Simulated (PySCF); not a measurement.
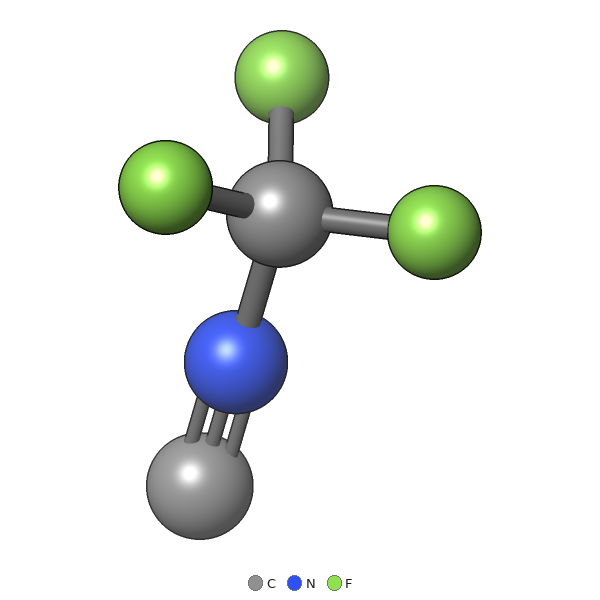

Multiple sticks mark multiple bonds (one Kekulé form).

The computed structure is the end point of a PBE0-D3(BJ)/def2-TZVP optimisation. No frequency run is at hand to confirm it as a minimum.

What does the picture show?

It has 6 atoms: 2 carbon, 3 fluorine and 1 nitrogen (C₂F₃N). As SMILES it reads `[C-]#[N+]C(F)(F)F`. It has no ring. Among its groups: C–F bond. This geometry has C3v symmetry. Coordination: 1 N linear; 1 C tetrahedral.

The parts below concern this one geometry. Atoms keep their numbers from picture to picture.

### Electronic properties

No frequency run is at hand to confirm it as a minimum. Properties computed with PBE0/pcSseg-2, gas phase (PySCF 2.14.0).

Give the dipole moment at this level.

1.06 D.

Give the HOMO energy (Kohn–Sham orbital) at this level.

−9.99 eV.

What is the LUMO energy (Kohn–Sham orbital)?

−0.87 eV.

### Core levels

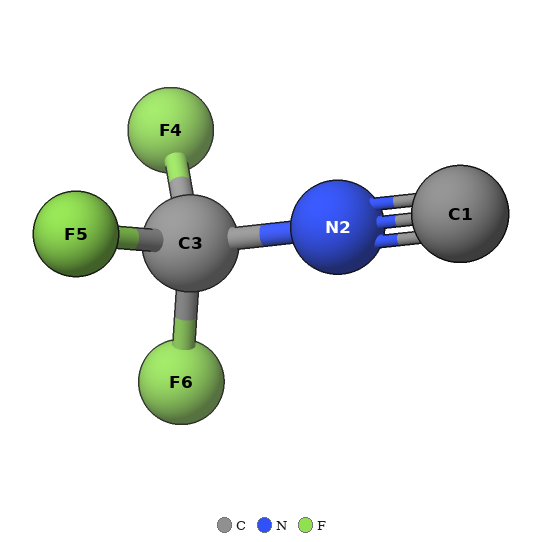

No frequency run is at hand to confirm it as a minimum. Method: delta-SCF UKS SCAN, pcX-3 on the ionised atom, pcseg-2 elsewhere, spin-free X2C (PySCF 2.14.0).

Give the core-electron binding energies (to vacuum) of C1 1s, N2 1s, C3 1s, F4 1s.

```csv
atom,level,binding energy (eV)
C1,1s,294.1
N2,1s,407.9
C3,1s,301.0
F4,1s,695.2
```

### NMR shielding

The questions are on isotropic NMR shieldings of the C atoms. No frequency run is at hand to confirm it as a minimum. Method: GIAO PBE0/pcSseg-2 NMR shielding, non-relativistic, gas phase (PySCF 2.14.0).

List the isotropic NMR shieldings of the C atoms.

```csv
atom,σ (ppm)
C1,−7.0
C3,66.5
```
